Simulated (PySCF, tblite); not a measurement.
# C₃H₅ClSi: dynamics, then NMR shifts and electronic excitations on frames, part 2 of 2

tblite 0.8.0 and PySCF 2.14.0. Atoms count from 0. Earlier steps stand in the parts before.

### 7 Nuclear shieldings: 625 fs, PBE0/pcSseg-1

What the job is given:

```
{"job": {"kind": "nmr", "xc": "PBE0", "basis": "pcSseg-1", "pop": false}, "charge": 0, "multiplicity": 1}
C     -2.161100     0.093600     0.265600
C     -0.727300    -0.191000     0.030400
C      0.474000    -0.417900     0.153400
Si     2.306000    -0.805900     0.044800
Cl     3.019100    -0.598400     1.849900
H     -2.714100    -0.475300    -0.479600
H     -2.382600    -0.313600     1.265000
H     -2.451100     1.097000     0.153800
H      2.631000    -2.213700    -0.256400
H      2.936000     0.174700    -0.950800
```

Method: GIAO PBE0/pcSseg-1 NMR shielding, non-relativistic, gas phase.

Output:

```text
coarse grid: 9608 points
cycle   1  E = -866.4672811933  dE =  4.367e-01  |g| = 3.856e-01  |ddm| = 3.128e+00
cycle   2  E = -866.4641419732  dE =  3.139e-03  |g| = 4.020e-01  |ddm| = 9.899e-01
cycle   3  E = -866.5035518009  dE = -3.941e-02  |g| = 1.093e-01  |ddm| = 5.542e-01
cycle   4  E = -866.5060788644  dE = -2.527e-03  |g| = 4.486e-02  |ddm| = 1.170e-01
cycle   5  E = -866.5065933190  dE = -5.145e-04  |g| = 5.419e-03  |ddm| = 4.015e-02
cycle   6  E = -866.5066002441  dE = -6.925e-06  |g| = 1.839e-03  |ddm| = 8.905e-03
final grid: 84160 points
cycle   7  E = -866.5363752916  dE = -1.924e-05  |g| = 4.578e-03  |ddm| = 2.019e-02
cycle   8  E = -866.5363737739  dE =  1.518e-06  |g| = 4.874e-03  |ddm| = 1.156e-02
cycle   9  E = -866.5363793784  dE = -5.605e-06  |g| = 1.906e-03  |ddm| = 6.496e-03
cycle  10  E = -866.5363802752  dE = -8.968e-07  |g| = 3.031e-04  |ddm| = 1.580e-03
cycle  11  E = -866.5363802968  dE = -2.162e-08  |g| = 3.834e-05  |ddm| = 3.401e-04
cycle  12  E = -866.5363802971  dE = -3.174e-10  |g| = 1.337e-05  |ddm| = 6.894e-05
converged SCF energy = -866.5363802971

GIAO shielding tensors (ppm)
atom      isotropic    diamagn.    paramagn.     s11        s22        s33       span
  0 C      179.059     250.165     -71.105    167.846    171.514    197.817     29.971
  1 C       70.298     269.608    -199.310    -28.532    -19.900    259.327    287.859
  2 C       97.628     264.401    -166.773      3.202     18.567    271.116    267.915
  3 Si     399.259     878.432    -479.173    366.913    392.675    438.189     71.277
  4 Cl     991.173    1148.027    -156.854    945.582    976.104   1051.832    106.250
  5 H       29.887      27.785       2.102     24.915     28.093     36.654     11.738
  6 H       28.875      28.264       0.612     23.563     28.043     35.020     11.457
  7 H       30.604      29.951       0.653     25.990     28.458     37.365     11.375
  8 H       26.009      27.332      -1.323     21.806     24.476     31.746      9.941
  9 H       25.567      26.999      -1.432     21.846     24.145     30.710      8.864
```

Run time: 7.5 s. Hardware: 1 thread of Intel Xeon Platinum 8488C, shared host; peak memory 0.65 GiB.

In short: δ C1 116.6, C2 89.3, C0 7.9, Si3 -50.1, H9 6.15, H8 5.71 ppm.

### 8 Ultraviolet spectrum: 625 fs, PBE0/def2-SVPD

The job, as its differences from that of step 7:

```diff
@@ -1,2 +1,2 @@
-{"job": {"kind": "nmr", "xc": "PBE0", "basis": "pcSseg-1", "pop": false}, "charge": 0, "multiplicity": 1}
+{"job": {"kind": "uv", "xc": "PBE0", "basis": "def2-SVPD", "nstates": 5, "ntriplets": 0}, "charge": 0, "multiplicity": 1}
 C     -2.161100     0.093600     0.265600
```

Method: TDDFT PBE0/def2-SVPD, vertical, gas phase, core orbitals frozen in the response.

Output:

```text
coarse grid: 9608 points
cycle   1  E = -866.1355368081  dE =  4.005e-01  |g| = 3.600e-01  |ddm| = 5.356e+00
cycle   2  E = -866.1303381854  dE =  5.199e-03  |g| = 3.809e-01  |ddm| = 1.742e+00
cycle   3  E = -866.1677806004  dE = -3.744e-02  |g| = 1.211e-01  |ddm| = 7.743e-01
cycle   4  E = -866.1712105610  dE = -3.430e-03  |g| = 3.899e-02  |ddm| = 1.985e-01
cycle   5  E = -866.1716204081  dE = -4.098e-04  |g| = 6.091e-03  |ddm| = 6.774e-02
cycle   6  E = -866.1716303756  dE = -9.968e-06  |g| = 1.529e-03  |ddm| = 1.378e-02
final grid: 84160 points
cycle   7  E = -866.2715541881  dE = -1.365e-05  |g| = 3.793e-03  |ddm| = 8.504e-02
cycle   8  E = -866.2715531525  dE =  1.036e-06  |g| = 4.260e-03  |ddm| = 1.779e-02
cycle   9  E = -866.2715578678  dE = -4.715e-06  |g| = 1.465e-03  |ddm| = 8.509e-03
cycle  10  E = -866.2715584258  dE = -5.580e-07  |g| = 9.172e-05  |ddm| = 1.867e-03
cycle  11  E = -866.2715584279  dE = -2.096e-09  |g| = 3.589e-05  |ddm| = 2.281e-04
cycle  12  E = -866.2715584282  dE = -3.549e-10  |g| = 8.869e-06  |ddm| = 8.256e-05
converged SCF energy = -866.2715584282

Static polarisability (au): isotropic 76.528, principal 58.024 65.811 105.748

Singlet excitations
state   eV       nm        f      main configurations
  1   5.5934    221.7   0.00005   H->L 0.82
  2   5.9079    209.9   0.01272   H-1->L 0.56, H->L+1 0.34
  3   6.0479    205.0   0.00016   H-1->L+1 0.81
  4   7.1423    173.6   0.03700   H->L+2 0.46, H-2->L 0.36, H->L+1 0.11
  5   7.2148    171.8   0.02391   H-2->L 0.58, H->L+2 0.27
```

Wall time 9.6 s (1 thread of Intel Xeon Platinum 8488C, shared host); peak memory 0.66 GiB.

This run: HOMO -7.87 eV, LUMO -0.47 eV; lowest singlet 5.59 eV.

### 9 Nuclear shieldings: 800 fs, PBE0/pcSseg-1

What the job is given:

```
{"job": {"kind": "nmr", "xc": "PBE0", "basis": "pcSseg-1", "pop": false}, "charge": 0, "multiplicity": 1}
C     -2.350600    -0.004900     0.145900
C     -0.886900    -0.082900     0.197500
C      0.327100    -0.099700     0.243100
Si     2.091800    -0.424000     0.319200
Cl     3.024300    -0.079600     2.137800
H     -2.600700     1.040000     0.263500
H     -2.808700    -0.455000    -0.708900
H     -2.796100    -0.581600     0.992700
H      2.273300    -1.911000     0.214700
H      2.825400     0.432600    -0.535300
```

Method: GIAO PBE0/pcSseg-1 NMR shielding, non-relativistic, gas phase.

Output:

```text
coarse grid: 9608 points
cycle   1  E = -866.4709026636  dE =  4.267e-01  |g| = 4.060e-01  |ddm| = 3.174e+00
cycle   2  E = -866.4652810844  dE =  5.622e-03  |g| = 4.385e-01  |ddm| = 9.859e-01
cycle   3  E = -866.5106461017  dE = -4.537e-02  |g| = 1.249e-01  |ddm| = 5.190e-01
cycle   4  E = -866.5141894284  dE = -3.543e-03  |g| = 4.192e-02  |ddm| = 1.218e-01
cycle   5  E = -866.5146365955  dE = -4.472e-04  |g| = 4.684e-03  |ddm| = 3.667e-02
cycle   6  E = -866.5146415395  dE = -4.944e-06  |g| = 1.761e-03  |ddm| = 6.237e-03
final grid: 84160 points
cycle   7  E = -866.5437829931  dE = -1.946e-05  |g| = 4.467e-03  |ddm| = 2.808e-02
cycle   8  E = -866.5437810351  dE =  1.958e-06  |g| = 4.908e-03  |ddm| = 9.937e-03
cycle   9  E = -866.5437865370  dE = -5.502e-06  |g| = 1.973e-03  |ddm| = 5.594e-03
cycle  10  E = -866.5437875015  dE = -9.646e-07  |g| = 2.723e-04  |ddm| = 1.568e-03
cycle  11  E = -866.5437875191  dE = -1.751e-08  |g| = 3.412e-05  |ddm| = 3.051e-04
cycle  12  E = -866.5437875193  dE = -2.349e-10  |g| = 1.228e-05  |ddm| = 5.050e-05
converged SCF energy = -866.5437875193

GIAO shielding tensors (ppm)
atom      isotropic    diamagn.    paramagn.     s11        s22        s33       span
  0 C      179.514     250.522     -71.008    165.903    173.048    199.590     33.687
  1 C       64.684     270.783    -206.098    -30.473    -26.182    250.708    281.180
  2 C      104.248     257.891    -153.644     14.905     25.228    272.610    257.705
  3 Si     395.250     878.829    -483.579    356.405    381.518    447.826     91.421
  4 Cl     973.906    1147.578    -173.673    886.686    993.598   1041.433    154.747
  5 H       29.621      28.472       1.149     24.325     28.135     36.404     12.079
  6 H       30.067      28.504       1.563     25.525     27.859     36.816     11.292
  7 H       28.954      26.684       2.269     24.194     27.298     35.370     11.176
  8 H       25.621      27.607      -1.986     21.038     25.085     30.740      9.702
  9 H       26.893      28.867      -1.975     22.020     26.095     32.564     10.544
```

Run time: 7.5 s. Hardware: 1 thread of Intel Xeon Platinum 8488C, shared host; peak memory 0.65 GiB.

Key values: δ C1 122.2, C2 82.7, C0 7.4, Si3 -46.1, H8 6.10, H9 4.82 ppm.

### 10 Excited states and response: 800 fs, PBE0/def2-SVPD

The job, as its differences from that of step 9:

```diff
@@ -1,2 +1,2 @@
-{"job": {"kind": "nmr", "xc": "PBE0", "basis": "pcSseg-1", "pop": false}, "charge": 0, "multiplicity": 1}
+{"job": {"kind": "uv", "xc": "PBE0", "basis": "def2-SVPD", "nstates": 5, "ntriplets": 0}, "charge": 0, "multiplicity": 1}
 C     -2.350600    -0.004900     0.145900
```

With the program's defaults for keys left out, this is: TDDFT PBE0/def2-SVPD, vertical, gas phase, core orbitals frozen in the response.

Output:

```text
coarse grid: 9608 points
cycle   1  E = -866.1402364010  dE =  3.895e-01  |g| = 3.792e-01  |ddm| = 6.299e+00
cycle   2  E = -866.1324082944  dE =  7.828e-03  |g| = 4.160e-01  |ddm| = 1.825e+00
cycle   3  E = -866.1755260007  dE = -4.312e-02  |g| = 1.333e-01  |ddm| = 7.768e-01
cycle   4  E = -866.1798588751  dE = -4.333e-03  |g| = 3.564e-02  |ddm| = 2.195e-01
cycle   5  E = -866.1802042224  dE = -3.453e-04  |g| = 5.785e-03  |ddm| = 6.519e-02
cycle   6  E = -866.1802134482  dE = -9.226e-06  |g| = 1.358e-03  |ddm| = 1.596e-02
final grid: 84160 points
cycle   7  E = -866.2796740026  dE = -1.325e-05  |g| = 3.656e-03  |ddm| = 8.101e-02
cycle   8  E = -866.2796724919  dE =  1.511e-06  |g| = 4.345e-03  |ddm| = 1.551e-02
cycle   9  E = -866.2796772718  dE = -4.780e-06  |g| = 1.547e-03  |ddm| = 7.604e-03
cycle  10  E = -866.2796778921  dE = -6.203e-07  |g| = 6.578e-05  |ddm| = 2.076e-03
cycle  11  E = -866.2796778932  dE = -1.101e-09  |g| = 3.258e-05  |ddm| = 2.237e-04
cycle  12  E = -866.2796778935  dE = -3.022e-10  |g| = 7.376e-06  |ddm| = 7.394e-05
converged SCF energy = -866.2796778935

Static polarisability (au): isotropic 76.902, principal 58.310 63.783 108.614

Singlet excitations
state   eV       nm        f      main configurations
  1   5.4749    226.5   0.00063   H->L 0.93
  2   5.9794    207.4   0.02929   H-1->L 0.63, H->L+1 0.32
  3   6.2991    196.8   0.00143   H-1->L+1 0.93
  4   6.6153    187.4   0.00248   H-2->L 0.94
  5   6.8650    180.6   0.01232   H-3->L 0.98
```

Wall time 9.4 s (1 thread of Intel Xeon Platinum 8488C, shared host); peak memory 0.66 GiB.

In short: HOMO -8.07 eV, LUMO -0.84 eV; lowest singlet 5.47 eV.

### 11 NMR shieldings: 1000 fs, PBE0/pcSseg-1

What the job is given:

```
{"job": {"kind": "nmr", "xc": "PBE0", "basis": "pcSseg-1", "pop": false}, "charge": 0, "multiplicity": 1}
C     -2.669600     0.119100    -0.085100
C     -1.193800     0.151800    -0.093900
C     -0.009100     0.054300    -0.068400
Si     1.727000    -0.339200     0.512900
Cl     1.939400     0.461200     2.367100
H     -2.898500    -0.818800    -0.545200
H     -3.100500     0.137300     0.958100
H     -2.985700     0.968000    -0.725000
H      1.718400    -1.762300     0.772600
H      2.754100     0.287800    -0.417800
```

Level: GIAO PBE0/pcSseg-1 NMR shielding, non-relativistic, gas phase.

Output:

```text
coarse grid: 9608 points
cycle   1  E = -866.4598143709  dE =  4.188e-01  |g| = 4.290e-01  |ddm| = 3.074e+00
cycle   2  E = -866.4555696745  dE =  4.245e-03  |g| = 4.469e-01  |ddm| = 1.163e+00
cycle   3  E = -866.5078972877  dE = -5.233e-02  |g| = 7.434e-02  |ddm| = 5.903e-01
cycle   4  E = -866.5086046634  dE = -7.074e-04  |g| = 5.175e-02  |ddm| = 9.021e-02
cycle   5  E = -866.5092755215  dE = -6.709e-04  |g| = 6.362e-03  |ddm| = 4.158e-02
cycle   6  E = -866.5092849134  dE = -9.392e-06  |g| = 1.967e-03  |ddm| = 6.901e-03
final grid: 84160 points
cycle   7  E = -866.5385582895  dE = -1.876e-05  |g| = 4.388e-03  |ddm| = 2.258e-02
cycle   8  E = -866.5385560288  dE =  2.261e-06  |g| = 5.030e-03  |ddm| = 9.577e-03
cycle   9  E = -866.5385621357  dE = -6.107e-06  |g| = 1.790e-03  |ddm| = 5.472e-03
cycle  10  E = -866.5385629136  dE = -7.779e-07  |g| = 2.836e-04  |ddm| = 1.475e-03
cycle  11  E = -866.5385629325  dE = -1.887e-08  |g| = 3.781e-05  |ddm| = 3.036e-04
cycle  12  E = -866.5385629328  dE = -2.992e-10  |g| = 1.356e-05  |ddm| = 5.368e-05
converged SCF energy = -866.5385629328

GIAO shielding tensors (ppm)
atom      isotropic    diamagn.    paramagn.     s11        s22        s33       span
  0 C      177.519     251.177     -73.658    165.618    174.915    192.023     26.406
  1 C       69.242     273.146    -203.903    -25.238    -23.448    256.414    281.652
  2 C      101.855     266.547    -164.692      8.589     26.279    270.697    262.108
  3 Si     391.480     878.711    -487.230    358.482    378.121    437.838     79.356
  4 Cl     971.175    1148.446    -177.272    897.533    993.082   1022.908    125.375
  5 H       29.762      29.319       0.443     24.564     28.781     35.941     11.377
  6 H       28.491      27.119       1.372     23.926     27.026     34.522     10.596
  7 H       29.056      27.206       1.850     23.843     27.383     35.942     12.098
  8 H       26.187      28.858      -2.671     22.066     24.847     31.648      9.583
  9 H       25.752      26.989      -1.237     21.776     24.147     31.333      9.557
```

It took 7.6 s on 1 thread of Intel Xeon Platinum 8488C, shared host; peak memory 0.59 GiB.

This run: δ C1 117.7, C2 85.1, C0 9.4, Si3 -42.3, H9 5.96, H8 5.53 ppm.

### 12 TDDFT and polarisability: 1000 fs, PBE0/def2-SVPD

The job, as its differences from that of step 11:

```diff
@@ -1,2 +1,2 @@
-{"job": {"kind": "nmr", "xc": "PBE0", "basis": "pcSseg-1", "pop": false}, "charge": 0, "multiplicity": 1}
+{"job": {"kind": "uv", "xc": "PBE0", "basis": "def2-SVPD", "nstates": 5, "ntriplets": 0}, "charge": 0, "multiplicity": 1}
 C     -2.669600     0.119100    -0.085100
```

With the program's defaults for keys left out, this is: TDDFT PBE0/def2-SVPD, vertical, gas phase, core orbitals frozen in the response.

Output:

```text
coarse grid: 9608 points
cycle   1  E = -866.1290490320  dE =  3.820e-01  |g| = 4.003e-01  |ddm| = 5.463e+00
cycle   2  E = -866.1229802727  dE =  6.069e-03  |g| = 4.195e-01  |ddm| = 1.636e+00
cycle   3  E = -866.1725611745  dE = -4.958e-02  |g| = 8.559e-02  |ddm| = 8.153e-01
cycle   4  E = -866.1738980857  dE = -1.337e-03  |g| = 4.647e-02  |ddm| = 2.404e-01
cycle   5  E = -866.1744602594  dE = -5.622e-04  |g| = 7.125e-03  |ddm| = 9.539e-02
cycle   6  E = -866.1744734190  dE = -1.316e-05  |g| = 1.579e-03  |ddm| = 1.761e-02
cycle   7  E = -866.1744740165  dE = -5.975e-07  |g| = 2.904e-04  |ddm| = 5.231e-03
final grid: 84160 points
cycle   8  E = -866.2738355776  dE = -1.332e-05  |g| = 4.380e-03  |ddm| = 6.409e-02
cycle   9  E = -866.2738348125  dE =  7.651e-07  |g| = 4.711e-03  |ddm| = 1.608e-02
cycle  10  E = -866.2738405252  dE = -5.713e-06  |g| = 1.257e-03  |ddm| = 8.097e-03
cycle  11  E = -866.2738409361  dE = -4.108e-07  |g| = 7.246e-05  |ddm| = 2.552e-03
cycle  12  E = -866.2738409373  dE = -1.259e-09  |g| = 2.549e-05  |ddm| = 3.004e-04
cycle  13  E = -866.2738409375  dE = -1.978e-10  |g| = 4.841e-06  |ddm| = 9.067e-05
converged SCF energy = -866.2738409375

Static polarisability (au): isotropic 75.563, principal 58.412 67.612 100.666

Singlet excitations
state   eV       nm        f      main configurations
  1   5.8176    213.1   0.00063   H->L 0.85
  2   6.2053    199.8   0.02286   H-1->L 0.65, H->L+1 0.27
  3   6.4634    191.8   0.00224   H-1->L+1 0.78, H->L+1 0.12
  4   7.1608    173.1   0.00556   H-2->L 0.67, H->L+2 0.29
  5   7.1662    173.0   0.00127   H->L+2 0.67, H-2->L 0.30
```

Wall time 9.6 s (1 thread of Intel Xeon Platinum 8488C, shared host); peak memory 0.66 GiB.

This run: HOMO -7.95 eV, LUMO -0.45 eV; lowest singlet 5.82 eV.

### 13 Run by run: NMR shifts

Shifts (ppm) of some atoms, chosen among heavy atoms and hydrogens apart, with basis size and wall time:

```tsv
frame	C1	C2	C0	H6	H7	Si3	Cl4	functions	time
250 fs	116.8	88.8	6.1	2.68	2.57	-41.4	-24	124	12 s
425 fs	112.5	83.4	2.9	1.64	2.18	-49.0	-56	124	7.5 s
625 fs	116.6	89.3	7.9	2.84	1.11	-50.1	-41	124	7.5 s
800 fs	122.2	82.7	7.4	1.65	2.76	-46.1	-24	124	7.5 s
1000 fs	117.7	85.1	9.4	3.23	2.66	-42.3	-21	124	7.6 s
```

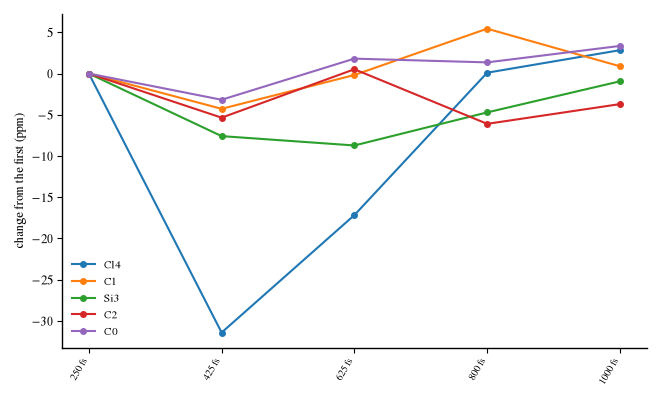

How five of the tabulated atoms move from run to run.

### 14 Comparing the runs: electronic excitations

Excitations and ground-state properties, with basis size and wall time:

```tsv
frame	lowest singlet (eV)	brightest (eV)	f	gap (eV)	α (Å³)	μ (D)	functions	time
250 fs	5.46	6.97	0.067	7.07	11.48	2.15	151	13 s
425 fs	5.87	7.19	0.027	7.60	11.06	1.99	151	9.3 s
625 fs	5.59	7.14	0.037	7.40	11.34	2.09	151	9.6 s
800 fs	5.47	5.98	0.029	7.22	11.40	3.40	151	9.4 s
1000 fs	5.82	6.21	0.023	7.50	11.20	2.11	151	9.6 s
```

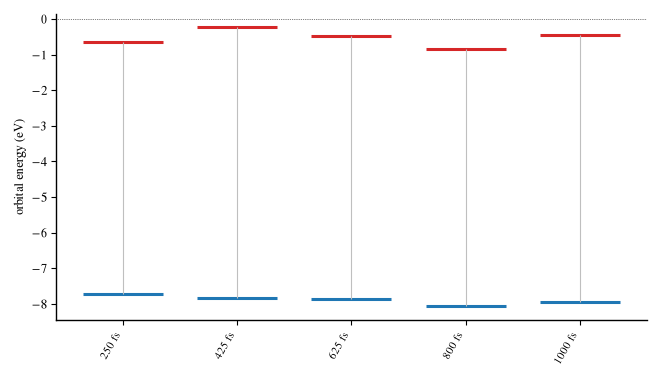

HOMO (blue) and LUMO (red) run by run.

### 15 Outcome

The summary covers parts 1 to 2.

```
                                       quantity                             value
                                     thermostat                             300 K
                  mean temperature, second half                             366 K
        mean potential energy above the minimum                           0.31 eV
 ¹³C shifts against TMS (PBE0/pcSseg-1, 250 fs)              116.8, 88.8, 6.1 ppm
  ¹H shifts against TMS (PBE0/pcSseg-1, 250 fs)  5.57, 5.31, 2.68, 2.57, 2.12 ppm
²⁹Si shifts against TMS (PBE0/pcSseg-1, 250 fs)                         -41.4 ppm
³⁵Cl shifts against HCl (PBE0/pcSseg-1, 250 fs)                           -24 ppm
          surface potential, least and greatest                -0.89 V and 1.22 V
        lowest singlet (PBE0/def2-SVPD, 250 fs)       5.46 eV (227 nm), f = 0.001
       brightest single state of those computed       state 4, 6.97 eV, f = 0.067
                      range of the shift of Cl4                    -56 to -21 ppm
                    range of the lowest singlet                   5.46 to 5.87 eV
```

In the second half the potential energy averages 0.31 eV above the minimum; equipartition over 24 harmonic modes at 300 K would give 0.31 eV. With 10 atoms the temperature swings widely (160 to 545 K). Shifts at one fixed geometry are not the observed spectrum, which averages over the motion. In the first frame run (250 fs): Shielding is most anisotropic at C1 (span 281 ppm, paramagnetic term -200 ppm). At PBE0/pcSseg-1, counted by nearest atom on the grid, the HOMO lies on C1, C2 about 40 % each, the LUMO on Si3 21 %; Cl4 17 %. The lowest singlet, at 5.46 eV, is HOMO→LUMO 0.81, HOMO−1→LUMO 0.10 and is weak; of the 5 states computed, the strongest absorption comes from state 4 at 6.97 eV (the last state computed is bright too, and its partners may lie past the list). In ppm, Cl4 moves most: its shift spreads over 34 ppm, from -56 (425 fs) to -21 (1000 fs). The lowest singlet runs from 5.46 eV (250 fs) to 5.87 eV (425 fs), while the orbital gap spans 7.07 to 7.60 eV. The lowest state need not be the same one in every run.
